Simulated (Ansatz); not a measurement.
CoCl2, response to strain

Consider CoCl$_{2}$ in the CdI2 type structure (space group P-3m1, No. 164; a = 3.5260 Å, c = 5.6970 Å; ferromagnetic; a model cell, its experimental status unchecked; layered, stacked along the Cartesian z axis). Axes: x lies along a and z along c of the hexagonal cell.

Strains are applied to the cell and any free atomic positions relax; under biaxial strain the out-of-plane vector relaxes too.

Level of theory: Ansatz (a first-principles code), r2SCAN+rVV10, PAW, cutoff 500 eV, without spin-orbit coupling.

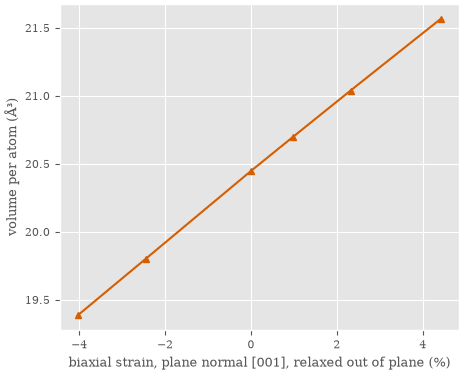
Figure: Volume per atom against biaxial strain, plane normal [001], relaxed out of plane

```tsv
biaxial strain, plane normal [001], relaxed out of plane (%)	volume per atom
-4.03	19.39 Å³
-2.45	19.80 Å³
0.99	20.70 Å³
2.32	21.04 Å³
4.43	21.57 Å³
```

No phonon test of stability was made. No Hubbard U is applied and the magnetic state is the run's own (CoCl2 ferromagnetic); other magnetic orders, which need larger cells, were not tried and can change the gap.
